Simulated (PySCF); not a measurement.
# SiBr⁺: basis, grid and Hamiltonian

Aim: see how much the energy and properties of SiBr⁺ depend on the numerical set-up.

The runs use PySCF 2.14.0; each script names its method and basis.

## 1. Starting geometry

SiBr⁺: 2 atoms, charge 1, spin multiplicity 1.

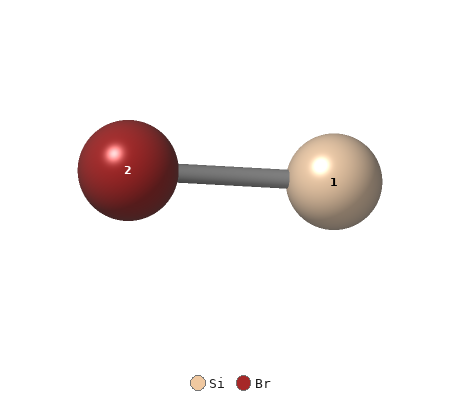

As it starts; silicon light orange, bromine red; atoms are numbered from 1 in the order of the file.

## 2. The base run

The input, input.py:

```python
from pyscf import gto, scf

mol = gto.M(
    atom='Si 0 0 0; Br 0 0 2.213',
    basis='def2-svp',
    charge=1,
    spin=0,
    verbose=3,
)
mf = scf.UHF(mol)
mf.kernel()
mf.stability(internal=True, external=True)
mf.dip_moment()
print('orbital energies (hartree):', [e[max(0, n-3):n+3].round(4) for e, n in zip(mf.mo_energy, mol.nelec)])
```

Command:

```console
python input.py
```

Its log is not repeated here.

Base result: E(SCF) = -2860.662894 Eh, internal stable; real -> complex stable; UHF/UKS -> GHF/GKS stable.

The bond length is a typed value, not an optimised one. The dipole of an ion depends on the origin.

## 3. Ano-rcc-vdzp (X2C on)

Variant 1 changes basis set: def2-svp → ano-rcc-vdzp; spin-free X2C: off → on.

Edit input.py of step 2 so:

```diff
@@ -4,3 +4,3 @@
     atom='Si 0 0 0; Br 0 0 2.213',
-    basis='def2-svp',
+    basis='ano-rcc-vdzp',
     charge=1,
@@ -10,2 +10,3 @@
 mf = scf.UHF(mol)
+mf = mf.sfx2c1e()
 mf.kernel()
```

Command:

```console
python input.py
```

What it wrote:

```text
converged SCF energy = -2893.7226641592  <S^2> = 2.1316282e-14  2S+1 = 1
<class 'pyscf.x2c.sfx2c1e.sfX2C1eUHF'> wavefunction is stable in the internal stability analysis
<class 'pyscf.x2c.sfx2c1e.sfX2C1eUHF'> wavefunction is stable in the real -> complex stability analysis
<class 'pyscf.x2c.sfx2c1e.sfX2C1eUHF'> wavefunction is stable in the UHF/UKS -> GHF/GKS stability analysis
Dipole moment(X, Y, Z, Debye):  0.00000,  0.00000,  1.72509
orbital energies (hartree): [array([-0.6657, -0.6657, -0.6643, -0.2362, -0.2362, -0.1135]), array([-0.6657, -0.6657, -0.6643, -0.2362, -0.2362, -0.1135])]
```

Wall time 4.4 s (1 thread, shared host).

Outcome: E(SCF) = -2893.722664 Eh, internal stable; real -> complex stable; UHF/UKS -> GHF/GKS stable.

## 4. Cartesian functions on

Variant 2 changes Cartesian functions: off → on.

Edit input.py of step 2 so:

```diff
@@ -7,2 +7,3 @@
     spin=0,
+    cart=True,
     verbose=3,
```

Command:

```console
python input.py
```

What it wrote:

```text
converged SCF energy = -2860.67022008287  <S^2> = 1.6370905e-11  2S+1 = 1
<class 'pyscf.scf.uhf.UHF'> wavefunction is stable in the internal stability analysis
<class 'pyscf.scf.uhf.UHF'> wavefunction is stable in the real -> complex stability analysis
<class 'pyscf.scf.uhf.UHF'> wavefunction is stable in the UHF/UKS -> GHF/GKS stability analysis

WARN: System has nonzero charge 1; the dipole moment is origin-dependent.
Location of origin: [0. 0. 0.]

Dipole moment(X, Y, Z, Debye):  0.00000, -0.00000,  1.61471
orbital energies (hartree): [array([-0.6679, -0.6679, -0.6648, -0.2391, -0.2391, -0.1036]), array([-0.6679, -0.6679, -0.6648, -0.2391, -0.2391, -0.1036])]
```

Run time: 2.5 s. Hardware: 1 thread, shared host.

Outcome: E(SCF) = -2860.670220 Eh (-0.1994 eV from the base), internal stable; real -> complex stable; UHF/UKS -> GHF/GKS stable.

## 5. 6-31g*

Variant 3 changes basis set: def2-svp → 6-31g*.

Edit input.py of step 2 so:

```diff
@@ -4,3 +4,3 @@
     atom='Si 0 0 0; Br 0 0 2.213',
-    basis='def2-svp',
+    basis='6-31g*',
     charge=1,
```

Command:

```console
python input.py
```

What it wrote:

```text
converged SCF energy = -2860.73839793949  <S^2> = 1.3891537e-09  2S+1 = 1
<class 'pyscf.scf.uhf.UHF'> wavefunction is stable in the internal stability analysis
<class 'pyscf.scf.uhf.UHF'> wavefunction is stable in the real -> complex stability analysis
<class 'pyscf.scf.uhf.UHF'> wavefunction is stable in the UHF/UKS -> GHF/GKS stability analysis

WARN: System has nonzero charge 1; the dipole moment is origin-dependent.
Location of origin: [0. 0. 0.]

Dipole moment(X, Y, Z, Debye): -0.00000, -0.00000,  1.43346
orbital energies (hartree): [array([-0.6658, -0.6658, -0.6654, -0.2412, -0.2412, -0.1142]), array([-0.6658, -0.6658, -0.6654, -0.2412, -0.2412, -0.1142])]
```

Run time: 2.3 s. Hardware: 1 thread, shared host.

Outcome: E(SCF) = -2860.738398 Eh (-2.0546 eV from the base), internal stable; real -> complex stable; UHF/UKS -> GHF/GKS stable.

## 6. X2c-svpall (X2C on)

Variant 4 changes basis set: def2-svp → x2c-svpall; spin-free X2C: off → on.

Edit input.py of step 2 so:

```diff
@@ -4,3 +4,3 @@
     atom='Si 0 0 0; Br 0 0 2.213',
-    basis='def2-svp',
+    basis='x2c-svpall',
     charge=1,
@@ -10,2 +10,3 @@
 mf = scf.UHF(mol)
+mf = mf.sfx2c1e()
 mf.kernel()
```

Command:

```console
python input.py
```

What it wrote:

```text
converged SCF energy = -2893.1489892601  <S^2> = 2.9345415e-12  2S+1 = 1
<class 'pyscf.x2c.sfx2c1e.sfX2C1eUHF'> wavefunction is stable in the internal stability analysis
<class 'pyscf.x2c.sfx2c1e.sfX2C1eUHF'> wavefunction is stable in the real -> complex stability analysis
<class 'pyscf.x2c.sfx2c1e.sfX2C1eUHF'> wavefunction is stable in the UHF/UKS -> GHF/GKS stability analysis
Dipole moment(X, Y, Z, Debye): -0.00000,  0.00000,  1.58538
orbital energies (hartree): [array([-0.6662, -0.6662, -0.6641, -0.2382, -0.2382, -0.1051]), array([-0.6662, -0.6662, -0.6641, -0.2382, -0.2382, -0.1051])]
```

Run time: 2.3 s. Hardware: 1 thread, shared host.

Result: E(SCF) = -2893.148989 Eh, internal stable; real -> complex stable; UHF/UKS -> GHF/GKS stable.

## 7. Cc-pvdz-dk (X2C on)

Variant 5 changes basis set: def2-svp → cc-pvdz-dk; spin-free X2C: off → on.

Edit input.py of step 2 so:

```diff
@@ -4,3 +4,3 @@
     atom='Si 0 0 0; Br 0 0 2.213',
-    basis='def2-svp',
+    basis='cc-pvdz-dk',
     charge=1,
@@ -10,2 +10,3 @@
 mf = scf.UHF(mol)
+mf = mf.sfx2c1e()
 mf.kernel()
```

Command:

```console
python input.py
```

What it wrote:

```text
converged SCF energy = -2893.59416762914  <S^2> = 1.4075852e-11  2S+1 = 1
<class 'pyscf.x2c.sfx2c1e.sfX2C1eUHF'> wavefunction is stable in the internal stability analysis
<class 'pyscf.x2c.sfx2c1e.sfX2C1eUHF'> wavefunction is stable in the real -> complex stability analysis
<class 'pyscf.x2c.sfx2c1e.sfX2C1eUHF'> wavefunction is stable in the UHF/UKS -> GHF/GKS stability analysis
Dipole moment(X, Y, Z, Debye):  0.00000,  0.00000,  1.57874
orbital energies (hartree): [array([-0.6661, -0.6661, -0.6636, -0.2375, -0.2375, -0.109 ]), array([-0.6661, -0.6661, -0.6636, -0.2375, -0.2375, -0.109 ])]
```

It took 2 s on 1 thread, shared host.

Outcome: E(SCF) = -2893.594168 Eh, internal stable; real -> complex stable; UHF/UKS -> GHF/GKS stable.

## 8. Comparison

| run | E(SCF) (hartree) | from base (eV) | gap (eV) | functions | after the SCF |
| --- | --- | --- | --- | --- | --- |
| base | -2860.662894 | 0 | 11.58 | 50 | stable |
| ano-rcc-vdzp (X2C on) | -2893.722664 | not comparable | 11.65 | 45 | stable |
| Cartesian functions on | -2860.670220 | -0.1994 | 11.58 | n/a | stable |
| 6-31g* | -2860.738398 | -2.0546 | 11.54 | 50 | stable |
| x2c-svpall (X2C on) | -2893.148989 | not comparable | 11.59 | 50 | stable |
| cc-pvdz-dk (X2C on) | -2893.594168 | not comparable | 11.59 | 45 | stable |

Wall time on 1 thread, shared host, start-up included: base 2.2 s; ano-rcc-vdzp (X2C on) 4.4 s; Cartesian functions on 2.5 s; 6-31g* 2.3 s; x2c-svpall (X2C on) 2.3 s; cc-pvdz-dk (X2C on) 2 s.

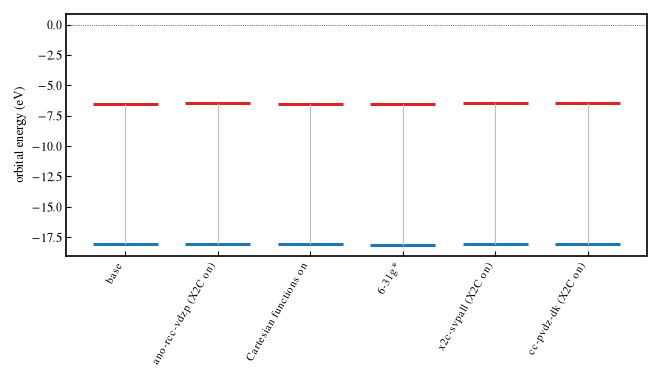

Highest filled (blue) and lowest empty (red) level of each run.

What this shows: Of the runs whose energies can be compared, “6-31g*” moves the SCF energy most (-2.055 eV). 6-31g* (50 functions) gives an energy 2.05 eV lower than def2-svp (50).
